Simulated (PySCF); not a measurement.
Consider F$_{4}$P$_{2}$ (SMILES FP(F)P(F)F).

Input file:

```
{"job": {"kind": "uv", "xc": "CAM-B3LYP", "basis": "def2-SVPD", "ip": true}, "charge": 0, "multiplicity": 1}
F     -1.239225    -0.977745    -1.285124
P     -0.483181    -1.024541     0.142288
F     -1.677756    -0.462194     1.072806
P      0.486895     1.013878    -0.140919
F      1.280798     0.976126     1.264498
F      1.655819     0.444402    -1.099161
```

Run with:

```sh
OMP_NUM_THREADS=1 python probes_run.py task.json out
```

Geometry: PBE0-D3(BJ)/def2-SVP.

All numbers below come from CAM-B3LYP/def2-SVPD, SCF density, gas phase (PySCF 2.14.0).

### What can the converged electron density and electron localisation function tell about the bonding?

P–F (1.62 Å): the density is about 1.2 e/Å³ at the midpoint; the ELF peaks at about 0.80 in the valence shell of F, 0.6 Å from its nucleus, and is about 0.65 at the midpoint.
P–P (2.28 Å): ρ is about 0.84 e/Å³ halfway; the ELF peaks at about 0.95 between the atoms (localised, covalent bonding).

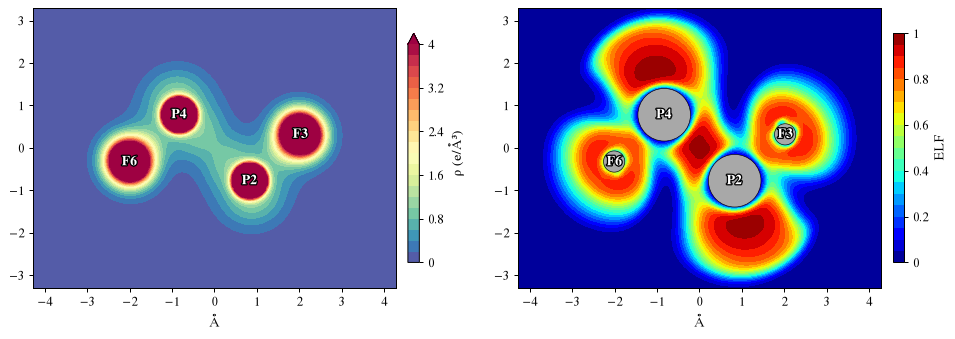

Computed electron density and electron localisation function on the plane of atoms F3, P2 and P4, in this order. Grey discs cover the atomic cores in the ELF map. 
